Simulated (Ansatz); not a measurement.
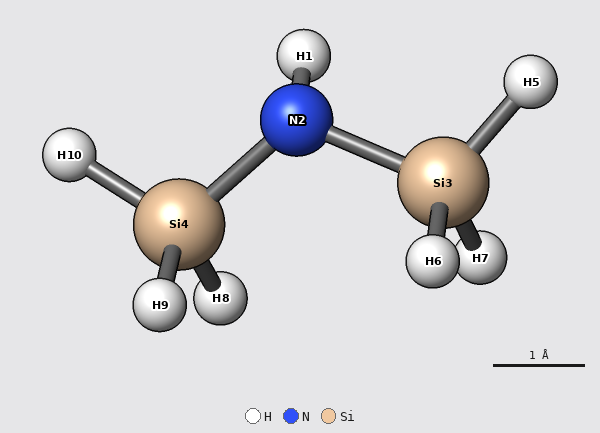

*The input geometry (ball-and-stick view, seen at a tilt; atoms are numbered from 1 in the order of the input).*

Bond lengths as drawn: H–N 1.02 Å, H–Si 1.48 to 1.49 Å and N–Si 1.78 Å.

**Run report: Si$_{2}$NH$_{7}$, geometry relaxation (part 1 of 2)**

The run: geometry relaxation of Si$_{2}$NH$_{7}$. Method and program: RKS PBE0-D4/def2-TZVP (Ansatz 0.2.0).

Figures and captions count atoms from 1; the log counts them from 0 in places.

### Output
```
Functional definition: PBE0
  name "PBE0"
  cite "Adamo & Barone, J. Chem. Phys. 110, 6158 (1999) doi:10.1063/1.478522"
  cite "Perdew, Burke & Ernzerhof, Phys. Rev. Lett. 77, 3865 (1996) doi:10.1103/PhysRevLett.77.3865"
  parent pbe
  parameter a = 0.25
  parameter kappa = 0.804
  parameter beta = 0.06672455060314922
  exchange = (1 - a)*pbe_x(kappa = kappa, mu = beta*pi^2/3) + a*exact_x
  correlation = pbe_c(beta = beta)
999 factors; their error is unknown
mean field evaluation 1: about -17346.6313 eV, gradient 5.6e1 eV
mean field evaluation 2: about -17334.6607 eV, gradient 8.7e1 eV
mean field evaluation 4: about -17352.5337 eV, gradient 1.3e0 eV
mean field evaluation 8: about -17352.6062 eV, gradient 2.6e-2 eV
mean field -17352.60625066 eV, -637.6965176929 hartree, gradient 2.8e-5 eV, S^2 0.000000; 0 other end points of the search recorded, 0 dependent functions left out
the calculation of the forces begins
reference -17352.60628553 eV, -637.6965189741 hartree; 21, 21 occupied and 126, 126 virtual orbitals, 999 factors
relax step   1: F+E_penalty+E_count = -17352.77207614 eV  Δ(F+E_penalty+E_count) = +0.000e0 eV  max|allowed force component| = 1.322e0 eV/Å  Δτ_max = 0.0000 Å  (23 SCF iters, accepted)
these checks for a lower state are left out or cut short: starts, cluster_reference, orbital_swaps, neighbouring_geometries, increment
999 factors; their error is unknown
mean field evaluation 16: about -17352.6184 eV, gradient 4.7e-2 eV
mean field -17352.68730475 eV, -637.6994963757 hartree, gradient 7.4e-6 eV, S^2 0.000000; 0 other end points of the search recorded, 0 dependent functions left out
[... from here on the field's lines of each further geometry are left out, up to the last ...]
relax step   2: F+E_penalty+E_count = -17352.85228598 eV  Δ(F+E_penalty+E_count) = -8.021e-2 eV  max|allowed force component| = 7.614e-1 eV/Å  Δτ_max = 0.1032 Å  (27 SCF iters, accepted)
relax step   3: F+E_penalty+E_count = -17352.90202469 eV  Δ(F+E_penalty+E_count) = -4.974e-2 eV  max|allowed force component| = 5.813e-1 eV/Å  Δτ_max = 0.0863 Å  (27 SCF iters, accepted)
relax step   4: F+E_penalty+E_count = -17352.86401922 eV  Δ(F+E_penalty+E_count) = +3.801e-2 eV  max|allowed force component| = 2.162e0 eV/Å  Δτ_max = 0.1802 Å  (33 SCF iters, rejected (line search))
relax step   5: F+E_penalty+E_count = -17352.93122507 eV  Δ(F+E_penalty+E_count) = -2.920e-2 eV  max|allowed force component| = 2.372e-1 eV/Å  Δτ_max = 0.0878 Å  (27 SCF iters, accepted)
relax step   6: F+E_penalty+E_count = -17352.94450209 eV  Δ(F+E_penalty+E_count) = -1.328e-2 eV  max|allowed force component| = 6.298e-2 eV/Å  Δτ_max = 0.1000 Å  (27 SCF iters, accepted)
relax step   7: F+E_penalty+E_count = -17352.95227399 eV  Δ(F+E_penalty+E_count) = -7.772e-3 eV  max|allowed force component| = 2.270e-2 eV/Å  Δτ_max = 0.1002 Å  (28 SCF iters, accepted)
relax step   8: F+E_penalty+E_count = -17352.95859565 eV  Δ(F+E_penalty+E_count) = -6.322e-3 eV  max|allowed force component| = 1.534e-1 eV/Å  Δτ_max = 0.1951 Å  (26 SCF iters, accepted)
relax step   9: F+E_penalty+E_count = -17352.95292053 eV  Δ(F+E_penalty+E_count) = +5.675e-3 eV  max|allowed force component| = 4.750e-1 eV/Å  Δτ_max = 0.1955 Å  (25 SCF iters, rejected (line search))
relax step  10: F+E_penalty+E_count = -17352.96335813 eV  Δ(F+E_penalty+E_count) = -4.762e-3 eV  max|allowed force component| = 5.827e-2 eV/Å  Δτ_max = 0.0953 Å  (27 SCF iters, accepted)
relax step  11: F+E_penalty+E_count = -17352.96526912 eV  Δ(F+E_penalty+E_count) = -1.911e-3 eV  max|allowed force component| = 7.024e-2 eV/Å  Δτ_max = 0.0814 Å  (26 SCF iters, accepted)
relax step  12: F+E_penalty+E_count = -17352.96602176 eV  Δ(F+E_penalty+E_count) = -7.526e-4 eV  max|allowed force component| = 4.869e-2 eV/Å  Δτ_max = 0.0452 Å  (27 SCF iters, accepted)
relax step  13: F+E_penalty+E_count = -17352.96666717 eV  Δ(F+E_penalty+E_count) = -6.454e-4 eV  max|allowed force component| = 5.609e-2 eV/Å  Δτ_max = 0.0517 Å  (28 SCF iters, accepted)
relax step  14: F+E_penalty+E_count = -17352.96719284 eV  Δ(F+E_penalty+E_count) = -5.257e-4 eV  max|allowed force component| = 3.837e-2 eV/Å  Δτ_max = 0.0503 Å  (27 SCF iters, accepted)
relax step  15: F+E_penalty+E_count = -17352.96743663 eV  Δ(F+E_penalty+E_count) = -2.438e-4 eV  max|allowed force component| = 1.747e-2 eV/Å  Δτ_max = 0.0559 Å  (27 SCF iters, accepted)
relax step  16: F+E_penalty+E_count = -17352.96748103 eV  Δ(F+E_penalty+E_count) = -4.439e-5 eV  max|allowed force component| = 2.499e-2 eV/Å  Δτ_max = 0.0419 Å  (27 SCF iters, accepted)
relax step  17: F+E_penalty+E_count = -17352.96750642 eV  Δ(F+E_penalty+E_count) = -2.539e-5 eV  max|allowed force component| = 1.033e-2 eV/Å  Δτ_max = 0.0021 Å  (20 SCF iters, accepted)
relax step  18: F+E_penalty+E_count = -17352.96751384 eV  Δ(F+E_penalty+E_count) = -7.422e-6 eV  max|allowed force component| = 1.982e-3 eV/Å  Δτ_max = 0.0017 Å  (19 SCF iters, accepted)
relax step  19: F+E_penalty+E_count = -17352.96751661 eV  Δ(F+E_penalty+E_count) = -2.774e-6 eV  max|allowed force component| = 1.962e-3 eV/Å  Δτ_max = 0.0083 Å  (30 SCF iters, accepted)
relax step  20: F+E_penalty+E_count = -17352.96751827 eV  Δ(F+E_penalty+E_count) = -1.664e-6 eV  max|allowed force component| = 1.600e-3 eV/Å  Δτ_max = 0.0094 Å  (29 SCF iters, accepted)
the calculation of the forces begins
reference -17352.80431751 eV, -637.7037965152 hartree; 21, 21 occupied and 126, 126 virtual orbitals, 999 factors
relax step  21: F+E_penalty+E_count = -17352.96751914 eV  Δ(F+E_penalty+E_count) = -8.622e-7 eV  max|allowed force component| = 1.312e-3 eV/Å  Δτ_max = 0.0053 Å  (22 SCF iters, accepted)
999 factors; their error is unknown
mean field evaluation 160: about -17352.8043 eV, gradient 1.7e-1 eV
```

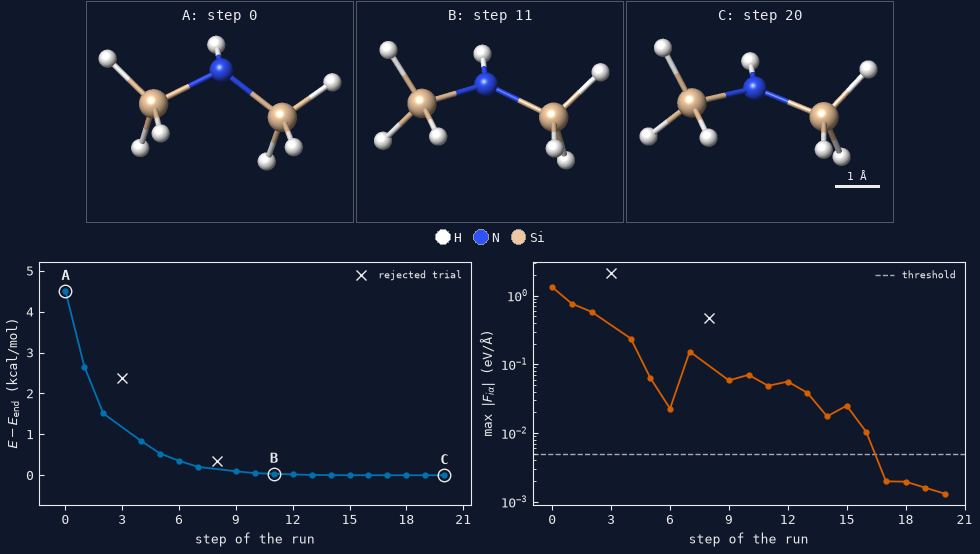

*Frames of the relaxation (ball-and-stick view, seen at a tilt) above the curves, on which the letters mark them (the first geometry is step 0 here and step 1 in the log).*

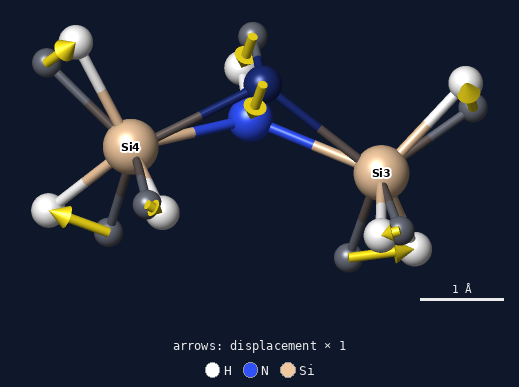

*Start (faint) and end (solid) with the displacements as yellow arrows, at true length (ball-and-stick view, seen at a tilt). The two geometries are laid on each other by the best rigid fit.*

The largest moves after the best rigid fit, 0.81 Å, are those of H7 and H8. Largest moves by element: H 0.81 Å, N 0.66 Å, Si 0.05 Å. Distances before and after: N2–Si3 1.782 → 1.726 Å, Si3–H5 1.477 → 1.488 Å, H1–N2 1.020 → 1.011 Å, Si3–H6 1.477 → 1.484 Å. Among the angles that change: Si3–N2–Si4 116.7° → 129.0°, H1–N2–Si3 109.0° → 115.4°, N2–Si4–H8 108.6° → 112.6°. Over 20 geometry steps the energy falls by 4.51 kcal/mol. Largest force component: 1.3 eV/Å at the start, 0.0013 eV/Å at the end. The line search rejected the trial steps at points 3, 8 (counted from 0) and went back. (Atoms are counted from 1 in the order of the input.)

```
mean field -17352.80428253 eV, -637.7037952298 hartree, gradient 2.3e-5 eV, S^2 0.000000; 1 other end points of the search recorded, 0 dependent functions left out
the calculation of the forces begins
reference -17352.80431751 eV, -637.7037965152 hartree; 21, 21 occupied and 126, 126 virtual orbitals, 999 factors
Total energy: -17352.96755411 eV, -637.7097953498 hartree
Atom 0 at     1.697003     1.566644     0.155942 Å, force    -0.000424     0.000138    -0.000179 eV/Å
Atom 1 at     0.761930     1.684833    -0.209805 Å, force     0.001312    -0.000028     0.000442 eV/Å
Atom 2 at     0.588914     1.412564    -1.904978 Å, force    -0.000234    -0.000518    -0.000215 eV/Å
Atom 3 at    -0.417953     2.220080     0.929955 Å, force    -0.000286    -0.000454     0.000384 eV/Å
Atom 4 at     1.121885     0.075944    -2.285659 Å, force    -0.000065     0.000510    -0.000035 eV/Å
Atom 5 at    -0.858990     1.485544    -2.220352 Å, force     0.000086     0.000315     0.000088 eV/Å
Atom 6 at     1.314446     2.424015    -2.723480 Å, force    -0.000324    -0.000287     0.000254 eV/Å
Atom 7 at    -0.154192     3.602271     1.419161 Å, force    -0.000248    -0.000299    -0.000344 eV/Å
Atom 8 at    -1.736145     2.192337     0.249651 Å, force     0.000179     0.000285    -0.000139 eV/Å
Atom 9 at    -0.446724     1.330498     2.123001 Å, force     0.000002     0.000337    -0.000256 eV/Å
Dipole moment:     0.182474    -0.024070     0.071677 e Å
```

### Trajectory as extended XYZ (Å, eV, eV/Å), 21 frames, from step=1 to step=21
```
10
Properties=species:S:1:pos:R:3:forces:R:3 step=1 energy=-17352.77208
H     1.4563    1.0193    0.2266   -0.1881  -0.1906  -0.0127
N     0.5028    1.0838   -0.1305   -0.2102   0.8450  -0.3155
Si    0.5605    1.4335   -1.8771    0.0148  -0.0635   1.3224
Si   -0.4206    2.2207    0.8849    0.7796  -0.6771  -0.8287
H     1.4943    0.4856   -2.5183    0.0112  -0.0949  -0.1293
H    -0.8189    1.3295   -2.3950   -0.0659  -0.0434  -0.1252
H     1.0556    2.8230   -2.0671    0.0117   0.0569  -0.2647
H     0.0956    3.5953    0.6488   -0.1367   0.1761   0.1539
H    -1.8329    2.1474    0.4586   -0.1331   0.0107   0.0636
H    -0.2225    1.8566    2.3026   -0.0834  -0.0192   0.1362
10
Properties=species:S:1:pos:R:3:forces:R:3 step=2 energy=-17352.85229
H     1.4423    0.9620    0.2379   -0.2710  -0.1251  -0.0609
N     0.5044    1.1109   -0.1377    0.1552   0.7614  -0.1614
Si    0.5790    1.4425   -1.8691   -0.0795  -0.0862   0.5217
Si   -0.3997    2.2278    0.8864    0.2297  -0.3343  -0.3486
H     1.4868    0.4721   -2.5262    0.0340  -0.0494   0.0278
H    -0.7918    1.3139   -2.4176   -0.0405   0.0008  -0.0038
H     1.0672    2.8232   -2.1697   -0.0050  -0.0637  -0.0151
H     0.0446    3.6458    0.7229   -0.0237  -0.0487   0.0370
H    -1.8274    2.1491    0.4968   -0.0340  -0.0042  -0.0218
H    -0.2353    1.8475    2.3097    0.0349  -0.0504   0.0251
10
Properties=species:S:1:pos:R:3:forces:R:3 step=3 energy=-17352.90202
H     1.4341    0.9422    0.2406   -0.4527   0.0148  -0.1652
N     0.5219    1.1894   -0.1538    0.5813   0.1560   0.1624
Si    0.5826    1.4491   -1.8670    0.0084  -0.0006  -0.2291
Si   -0.3944    2.2331    0.8840   -0.1282   0.1089   0.1557
H     1.4773    0.4380   -2.4925   -0.0211   0.0082   0.0646
H    -0.7937    1.3133   -2.4117    0.0134   0.0129   0.0357
H     1.0871    2.8083   -2.2523   -0.0386  -0.1272   0.0560
H     0.0093    3.6752    0.7959   -0.0192  -0.1428   0.0003
H    -1.8255    2.1457    0.4922    0.0338  -0.0034  -0.0216
H    -0.2286    1.8004    2.2980    0.0229  -0.0269  -0.0588
10
Properties=species:S:1:pos:R:3:forces:R:3 step=4 energy=-17352.86402 accepted=F
H     1.3443    0.8232    0.2425    2.0387  -1.4310   1.1318
N     0.6355    1.3293   -0.1534   -2.1622   1.5339  -1.2043
Si    0.5972    1.4714   -1.8749    0.1182  -0.1296   0.0776
Si   -0.3837    2.2586    0.8872    0.1179  -0.1289   0.0796
H     1.4630    0.4160   -2.4546    0.0191  -0.0361  -0.0290
H    -0.7968    1.3167   -2.3510   -0.0931  -0.0159  -0.0370
H     1.0763    2.7955   -2.3393    0.0500   0.1039  -0.0677
H    -0.0528    3.7036    0.8529    0.0173   0.1300   0.0252
H    -1.7918    2.1196    0.4491   -0.0978  -0.0116  -0.0234
H    -0.2211    1.7608    2.2748   -0.0081  -0.0146   0.0472
10
Properties=species:S:1:pos:R:3:forces:R:3 step=5 energy=-17352.93123
H     1.4037    0.8807    0.2472   -0.2119   0.0768  -0.0971
N     0.5594    1.2683   -0.1630    0.2372  -0.0261   0.0917
Si    0.5915    1.4566   -1.8827    0.0084   0.0115  -0.0340
Si   -0.3953    2.2486    0.8960   -0.0114   0.0274   0.0219
H     1.4782    0.4211   -2.4759   -0.0154   0.0034   0.0382
H    -0.7931    1.3094   -2.4015    0.0047   0.0025  -0.0031
H     1.0871    2.8017   -2.3015   -0.0006  -0.0508  -0.0262
H    -0.0208    3.6928    0.8314   -0.0245  -0.0316   0.0408
H    -1.8197    2.1377    0.4877    0.0024   0.0046   0.0036
H    -0.2209    1.7779    2.2955    0.0110  -0.0176  -0.0359
10
Properties=species:S:1:pos:R:3:forces:R:3 step=6 energy=-17352.94450
H     1.4019    0.9012    0.2408   -0.0404   0.0318  -0.0234
N     0.5903    1.3392   -0.1722    0.0262   0.0393  -0.0022
Si    0.5969    1.4600   -1.8964    0.0330  -0.0304  -0.0443
Si   -0.3984    2.2589    0.9066   -0.0050   0.0004   0.0630
H     1.4573    0.3800   -2.4473   -0.0122   0.0022   0.0213
H    -0.7947    1.3122   -2.3978    0.0056   0.0159   0.0118
H     1.1174    2.7684   -2.3907   -0.0120  -0.0293   0.0036
H    -0.0547    3.7110    0.9238   -0.0125  -0.0291   0.0044
H    -1.8183    2.1386    0.4831    0.0141   0.0093  -0.0119
H    -0.2276    1.7252    2.2836    0.0033  -0.0102  -0.0223
```
